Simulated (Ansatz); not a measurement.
**HfBr2Cl2: geometry and vibrations**

What shape does HfBr2Cl2 take? The plan is to relax it, check the end point by its vibrations and derive ideal-gas thermochemistry, and look at its orbitals and charge.

Computed with Ansatz 0.2.0, Gaussian basis. Level: RKS PBE0-D4/def2-TZVP.

Plan: relaxation at PBE-D4/def2-SVP; relaxation at PBE0-D4/def2-TZVP; harmonic vibrations at the same level; a single point in def2-TZVPP for the fields.

## Step 1: Starting geometry

SMILES `[Cl][Hf]([Cl])([Br])[Br]`, 5 atoms, charge 0, spin multiplicity 1.

Atoms are counted from 1 here; the program's logs count them from 0.

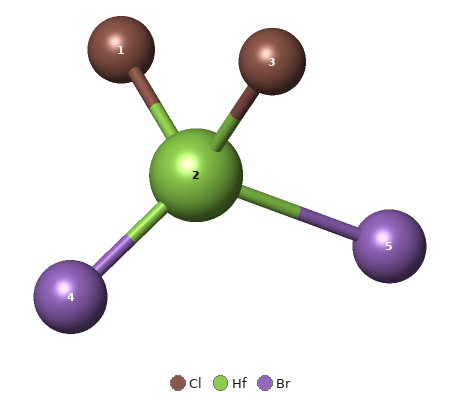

The starting geometry (chlorine brown, hafnium green, bromine purple); atoms are numbered from 1 in the order of the file.

The start is a force-field geometry with small random shifts, so a cheaper pass at PBE-D4/def2-SVP comes first. Hf takes the def2 core potential; no spin-orbit term is included.

## Step 2: Relaxation at PBE-D4/def2-SVP (cheap first pass)

Contents of in.yaml:

```yaml
crystal:
  periodic: [false, false, false]
  atoms:
    - {symbol: Cl, position_ang: [-0.659200, -0.575000, 2.468100]}
    - {symbol: Hf, position_ang: [-0.166500, -0.151900, -0.133000]}
    - {symbol: Cl, position_ang: [2.267300, -1.150000, -0.274700]}
    - {symbol: Br, position_ang: [-2.149100, -1.067600, -1.534700]}
    - {symbol: Br, position_ang: [0.757400, 2.870800, -0.567100]}
basis:
  gaussian: {orbitals: def2-SVP}
hamiltonian: {xc: pbe, dispersion: d4}
relax: {f_tol: 0.03, max_steps: 200}
```

Command:

```
> ansatz run in.yaml --threads 4 --pin off --events-out ev --progress --plain --max-ram 11315MiB
```

What it wrote, cut to the lines that bear on the results:

```text
Functional definition: PBE
  name "PBE"
  cite "Perdew, Burke & Ernzerhof, Phys. Rev. Lett. 77, 3865 (1996) doi:10.1103/PhysRevLett.77.3865"
  parent pbe
[...]
1394 factors; their error is unknown
[...]
mean field -166394.85240233 eV, -6114.8980393039 hartree, gradient 4.6e-6 eV, S^2 0.000000; 0 other end points of the search recorded, 0 dependent functions left out
[...]
reference -166394.85247167 eV, -6114.8980418518 hartree; 58, 58 occupied and 74, 74 virtual orbitals, 1394 factors
relax step   1: F+E_penalty+E_count = -166395.01784629 eV  Δ(F+E_penalty+E_count) = +0.000e0 eV  max|allowed force component| = 3.084e0 eV/Å  Δτ_max = 0.0000 Å  (55 SCF iters, accepted)
[...]
relax step   6: F+E_penalty+E_count = -166398.09011115 eV  Δ(F+E_penalty+E_count) = -7.459e-3 eV  max|allowed force component| = 7.325e-2 eV/Å  Δτ_max = 0.0481 Å  (29 SCF iters, accepted)
[...]
relax step   7: F+E_penalty+E_count = -166398.09079873 eV  Δ(F+E_penalty+E_count) = -6.876e-4 eV  max|allowed force component| = 2.550e-3 eV/Å  Δτ_max = 0.0132 Å  (30 SCF iters, accepted)
1394 factors; their error is unknown
[...]
mean field -166397.87448271 eV, -6115.0090987092 hartree, gradient 7.8e-6 eV, S^2 0.000000; 1 other end points of the search recorded, 0 dependent functions left out
[...]
reference -166397.87455214 eV, -6115.0091012608 hartree; 58, 58 occupied and 74, 74 virtual orbitals, 1394 factors
Total energy: -166398.09086816 eV, -6115.0170507280 hartree
Atom 0 at    -0.609159    -0.327049     2.245821 Å, force    -0.000766    -0.000559     0.001683 eV/Å
Atom 1 at     0.029378    -0.036158     0.017821 Å, force    -0.000579     0.001567    -0.000823 eV/Å
Atom 2 at     1.999194    -1.218169    -0.405460 Å, force     0.001409    -0.001263    -0.000546 eV/Å
Atom 3 at    -1.772852    -0.872119    -1.474241 Å, force     0.001841     0.002550     0.000890 eV/Å
Atom 4 at     0.403339     2.379796    -0.425341 Å, force    -0.001906    -0.002295    -0.001204 eV/Å
Dipole moment:    -0.017087     0.018933    -0.023273 e Å
```

It took 18 s on 4 threads of Arm Neoverse V1, shared host.

The steps of the relaxation:

| step | energy from step 1 (eV) | largest force component (eV/Å) |
| --- | --- | --- |
| 1 | 0.0000 | 3.0842 |
| 2 | -1.9448 | 2.5363 |
| 3 | -2.7899 | 1.5237 |
| 4 | -2.9132 | 1.5327 |
| 5 | -3.0648 | 0.2545 |
| 6 | -3.0723 | 0.0733 |
| 7 | -3.0730 | 0.0026 |

Close pairs (by a distance rule), those that changed most:

| bond | before (Å) | after (Å) | change (Å) |
| --- | --- | --- | --- |
| Hf2–Br5 | 3.190 | 2.485 | -0.706 |
| Cl1–Hf2 | 2.681 | 2.336 | -0.345 |
| Hf2–Cl3 | 2.634 | 2.336 | -0.298 |
| Hf2–Br4 | 2.595 | 2.485 | -0.110 |

## Step 3: Geometry optimisation, PBE0-D4/def2-TZVP

Contents of in.yaml:

```yaml
crystal:
  periodic: [false, false, false]
  atoms:
    - {symbol: Cl, position_ang: [-0.609159, -0.327049, 2.245821]}
    - {symbol: Hf, position_ang: [0.029378, -0.036158, 0.017821]}
    - {symbol: Cl, position_ang: [1.999194, -1.218169, -0.405460]}
    - {symbol: Br, position_ang: [-1.772852, -0.872119, -1.474241]}
    - {symbol: Br, position_ang: [0.403339, 2.379796, -0.425341]}
basis:
  gaussian: {orbitals: def2-TZVP}
hamiltonian: {xc: pbe0, dispersion: d4}
relax: {f_tol: 0.005, max_steps: 150}
```

Launched as before.

What it wrote, cut to the lines that bear on the results:

```text
Functional definition: PBE0
  name "PBE0"
  cite "Adamo & Barone, J. Chem. Phys. 110, 6158 (1999) doi:10.1063/1.478522"
  cite "Perdew, Burke & Ernzerhof, Phys. Rev. Lett. 77, 3865 (1996) doi:10.1103/PhysRevLett.77.3865"
  parent pbe
[...]
1755 factors; their error is unknown
[...]
mean field -166429.68937969 eV, -6116.1782746085 hartree, gradient 1.6e-5 eV, S^2 0.000000; 0 other end points of the search recorded, 0 dependent functions left out
[...]
reference -166429.68941189 eV, -6116.1782757918 hartree; 58, 58 occupied and 152, 152 virtual orbitals, 1755 factors
relax step   1: F+E_penalty+E_count = -166429.88390090 eV  Δ(F+E_penalty+E_count) = +0.000e0 eV  max|allowed force component| = 3.515e-1 eV/Å  Δτ_max = 0.0000 Å  (28 SCF iters, accepted)
[...]
1755 factors; their error is unknown
[...]
mean field -166429.69829208 eV, -6116.1786021327 hartree, gradient 1.8e-5 eV, S^2 0.000000; 1 other end points of the search recorded, 0 dependent functions left out
[...]
reference -166429.69832421 eV, -6116.1786033136 hartree; 58, 58 occupied and 152, 152 virtual orbitals, 1755 factors
Total energy: -166429.89498411 eV, -6116.1858304314 hartree
Atom 0 at    -0.594993    -0.329480     2.223266 Å, force    -0.001052     0.000562     0.000439 eV/Å
Atom 1 at     0.025972    -0.032432     0.013395 Å, force     0.000760    -0.000846     0.001043 eV/Å
Atom 2 at     1.978056    -1.208126    -0.392162 Å, force     0.000528     0.000023    -0.001161 eV/Å
Atom 3 at    -1.765819    -0.874861    -1.466346 Å, force     0.000165     0.000554    -0.000024 eV/Å
Atom 4 at     0.406684     2.371200    -0.419553 Å, force    -0.000400    -0.000293    -0.000297 eV/Å
Dipole moment:    -0.012874     0.014244    -0.017452 e Å
```

Run time: 36 s. Hardware: 4 threads of Arm Neoverse V1, shared host; peak memory 0.88 GiB.

The steps of the relaxation:

| step | energy from step 1 (eV) | largest force component (eV/Å) |
| --- | --- | --- |
| 1 | 0.0000 | 0.3515 |
| 2 | -0.0030 | 0.3019 |
| 3 | -0.0110 | 0.0149 |
| 4 | -0.0111 | 0.0012 |

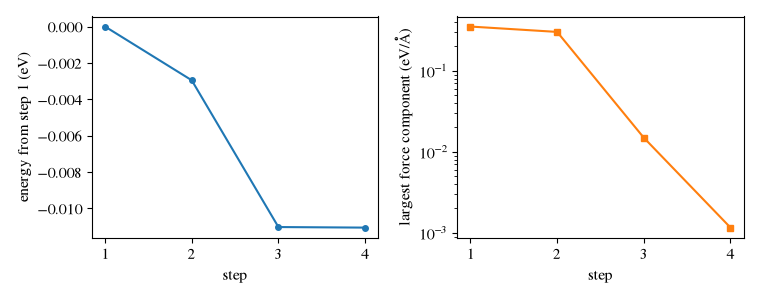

Energy and largest force along the relaxation.

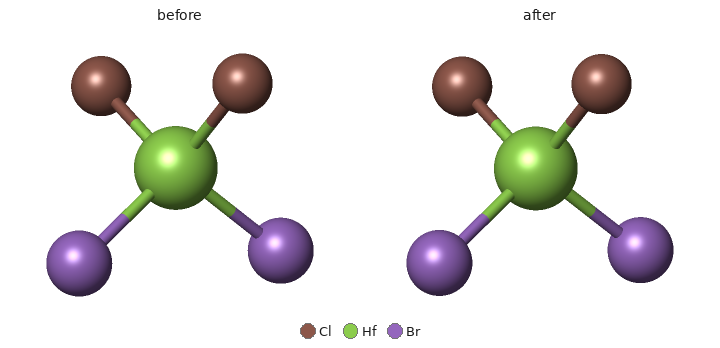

The geometry before (left) and after (right).

Close pairs (by a distance rule), those that changed most:

| bond | before (Å) | after (Å) | change (Å) |
| --- | --- | --- | --- |
| Hf2–Cl3 | 2.336 | 2.315 | -0.021 |
| Cl1–Hf2 | 2.336 | 2.315 | -0.021 |
| Hf2–Br4 | 2.485 | 2.472 | -0.013 |
| Hf2–Br5 | 2.485 | 2.472 | -0.013 |

Mulliken charges of the relaxed molecule (report file):

| atom | value (e) |
| --- | --- |
| Cl1 | -0.29 |
| Hf2 | 1.17 |
| Cl3 | -0.29 |
| Br4 | -0.29 |
| Br5 | -0.29 |

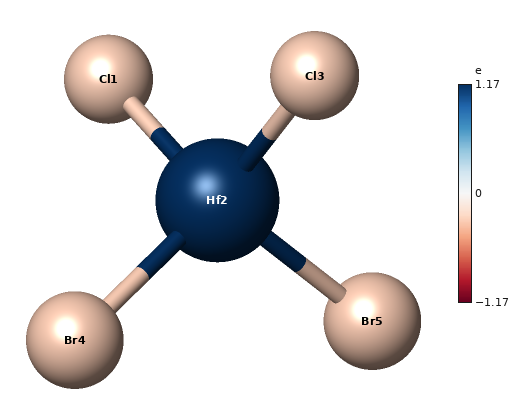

Mulliken charges of the relaxed molecule (report file), as colours on the atoms.

## Step 4: Harmonic vibrations

Contents of in.yaml:

```yaml
crystal:
  periodic: [false, false, false]
  atoms:
    - {symbol: Cl, position_ang: [-0.594993, -0.329480, 2.223266]}
    - {symbol: Hf, position_ang: [0.025972, -0.032432, 0.013395]}
    - {symbol: Cl, position_ang: [1.978056, -1.208126, -0.392162]}
    - {symbol: Br, position_ang: [-1.765819, -0.874861, -1.466346]}
    - {symbol: Br, position_ang: [0.406684, 2.371200, -0.419553]}
basis:
  gaussian: {orbitals: def2-TZVP}
hamiltonian: {xc: pbe0, dispersion: d4}
phonons: {temperatures: {t_min: 298.15, t_max: 900, t_step: 200}}
```

The command is unchanged.

What it wrote, cut to the lines that bear on the results:

```text
Functional definition: PBE0
  name "PBE0"
  cite "Adamo & Barone, J. Chem. Phys. 110, 6158 (1999) doi:10.1063/1.478522"
  cite "Perdew, Burke & Ernzerhof, Phys. Rev. Lett. 77, 3865 (1996) doi:10.1103/PhysRevLett.77.3865"
  parent pbe
[...]
1755 factors; their error is unknown
[...]
mean field -166429.69829210 eV, -6116.1786021333 hartree, gradient 1.6e-5 eV, S^2 0.000000; 0 other end points of the search recorded, 0 dependent functions left out
[...]
reference -166429.69832423 eV, -6116.1786033141 hartree; 58, 58 occupied and 152, 152 virtual orbitals, 1755 factors
[...]
1755 factors; their error is unknown
mean field -166429.69827662 eV, -6116.1786015645 hartree, gradient 1.2e-6 eV, S^2 0.000000; 0 other end points of the search recorded, 0 dependent functions left out
[...]
1755 factors; their error is unknown
mean field -166429.69830925 eV, -6116.1786027636 hartree, gradient 1.2e-6 eV, S^2 0.000000; 0 other end points of the search recorded, 0 dependent functions left out
[...]
reference -166429.69834138 eV, -6116.1786039445 hartree; 58, 58 occupied and 152, 152 virtual orbitals, 1755 factors
Total energy: -166429.89498411 eV, -6116.1858304317 hartree
Atom 0 at    -0.594993    -0.329480     2.223266 Å, force    -0.001052     0.000563     0.000439 eV/Å
Atom 1 at     0.025972    -0.032432     0.013395 Å, force     0.000769    -0.000851     0.001042 eV/Å
Atom 2 at     1.978056    -1.208126    -0.392162 Å, force     0.000521     0.000025    -0.001160 eV/Å
Atom 3 at    -1.765819    -0.874861    -1.466346 Å, force     0.000164     0.000553    -0.000025 eV/Å
Atom 4 at     0.406684     2.371200    -0.419553 Å, force    -0.000401    -0.000290    -0.000297 eV/Å
Dipole moment:    -0.012874     0.014244    -0.017451 e Å
Vibrations: 66.12 80.88 82.91 90.57 99.56 254.81 276.54 390.79 395.40 cm⁻¹, zero-point energy 0.107717 eV
```

Run time: 62 s. Hardware: 4 threads of Arm Neoverse V1, shared host; peak memory 0.87 GiB.

Motions are named by where the mode's potential energy lies. The modes, unscaled (a negative number is an imaginary wavenumber):

| mode | cm⁻¹ | motion |
| --- | --- | --- |
| 1 | 66 | bend |
| 2 | 81 | bend |
| 3 | 83 | bend |
| 4 | 91 | bend |
| 5 | 100 | bend |
| 6 | 255 | Hf–Br stretch |
| 7 | 277 | Hf–Br stretch |
| 8 | 391 | Hf–Cl stretch |
| 9 | 395 | Hf–Cl stretch |

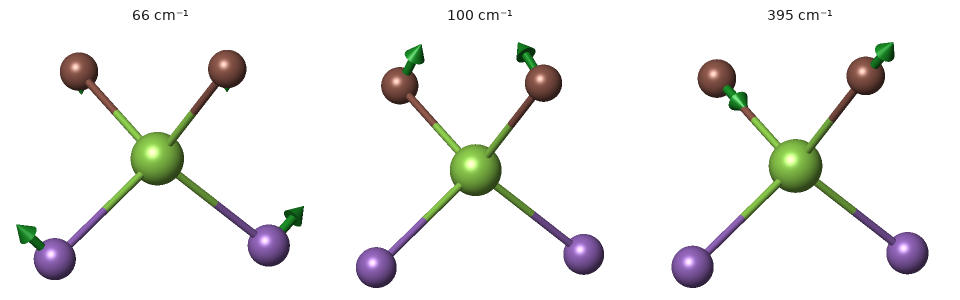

How the atoms move in 3 of the modes.

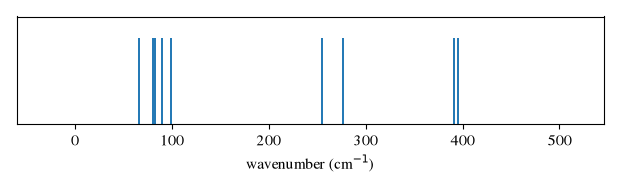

The harmonic wavenumbers as sticks (no intensities were computed).

From these modes and the moments of inertia (298.15 K, 1 bar, symmetry number 2):

| term | value |
| --- | --- |
| zero-point energy | 2.5 kcal/mol |
| H(298) − E | 8.2 kcal/mol |
| entropy, translation | 183.9 J/(mol K) |
| entropy, rotation | 127.0 J/(mol K) |
| entropy, vibration | 101.7 J/(mol K) |
| entropy, total | 412.5 J/(mol K) |

## Step 5: Fields at the relaxed geometry

Edit in.yaml of step 4 so:

```diff
@@ -9,4 +9,4 @@
 basis:
-  gaussian: {orbitals: def2-TZVP}
+  gaussian: {orbitals: def2-TZVPP}
 hamiltonian: {xc: pbe0, dispersion: d4}
-phonons: {temperatures: {t_min: 298.15, t_max: 900, t_step: 200}}
+output: {orbitals: {seedname: orbitals}}
```

The command is unchanged.

What it wrote:

```text
Functional definition: PBE0
  name "PBE0"
  cite "Adamo & Barone, J. Chem. Phys. 110, 6158 (1999) doi:10.1063/1.478522"
  cite "Perdew, Burke & Ernzerhof, Phys. Rev. Lett. 77, 3865 (1996) doi:10.1103/PhysRevLett.77.3865"
  parent pbe
  parameter a = 0.25
  parameter kappa = 0.804
  parameter beta = 0.06672455060314922
  exchange = (1 - a)*pbe_x(kappa = kappa, mu = beta*pi^2/3) + a*exact_x
  correlation = pbe_c(beta = beta)
1880 factors; their error is unknown
mean field evaluation 1: about -166427.6633 eV, gradient 2.2e1 eV
mean field evaluation 2: about -166425.4884 eV, gradient 3.8e1 eV
mean field evaluation 4: about -166428.8216 eV, gradient 1.9e0 eV
mean field evaluation 8: about -166428.8318 eV, gradient 2.8e-2 eV
mean field evaluation 16: about -166429.7756 eV, gradient 5.7e-5 eV
mean field -166429.77564156 eV, -6116.1814446738 hartree, gradient 5.7e-5 eV, S^2 0.000000; 0 other end points of the search recorded, 0 dependent functions left out
reference -166429.77567307 eV, -6116.1814458317 hartree; 58, 58 occupied and 178, 178 virtual orbitals, 1880 factors
Total energy: -166429.97233296 eV, -6116.1886729493 hartree
```

Run time: 7 s. Hardware: 4 threads of Arm Neoverse V1, shared host; peak memory 1.2 GiB.

Orbitals, density, ELF and potential are computed afterwards from the orbital file.

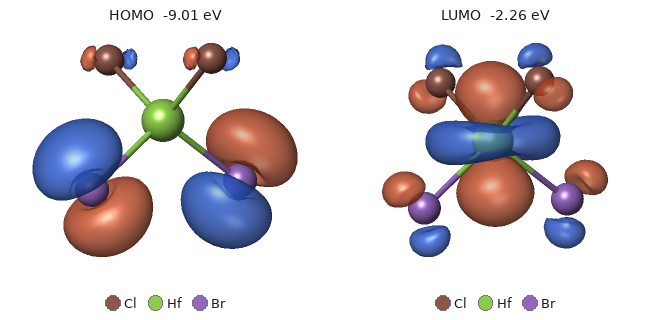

Frontier orbitals at PBE0-D4/def2-TZVPP; each surface holds 70 % of the orbital's density, blue and red mark the sign.

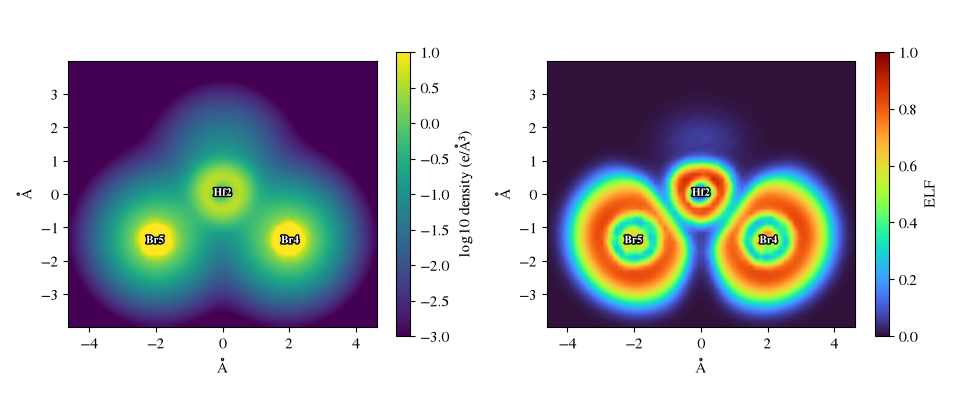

Density (left) and ELF (right) in a plane through or near 3 of the atoms.

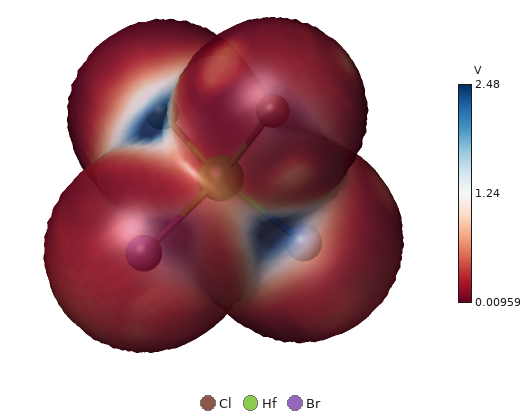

The potential that a unit positive charge feels on the 0.002 e/bohr³ surface, from 0.01 V near Cl3 to 2.48 V near Hf2.

## Step 6: Results

| quantity | value |
| --- | --- |
| point group | C2v |
| steps | 7 + 4 |
| shift from the start (rms) | 0.420 Å |
| total energy | -166429.8950 eV |
| dispersion term | -197 meV |
| dipole moment | 0.12 D |
| lowest, highest wavenumber | 66, 395 cm⁻¹ |
| zero-point energy | 2.5 kcal/mol |
| entropy at 298.15 K | 412.5 J/(mol K) |
| HOMO, LUMO | -9.01, -2.26 eV |

The relaxed geometry lies 0.42 Å (rms) from the start; the bond that changed most is Hf2–Br5, from 3.190 to 2.472 Å. No mode is imaginary: a true minimum at this level. The stiffest mode, 395 cm⁻¹, is a Hf–Cl stretch, and 5 modes under 200 cm⁻¹ make the vibrational entropy uncertain. The largest Mulliken charge, +1.17 e, sits on Hf2. The HOMO lies mostly on Br4, Br5 about 46 % each and the LUMO on Hf2 68 %; Br4, Br5 about 10 % each.
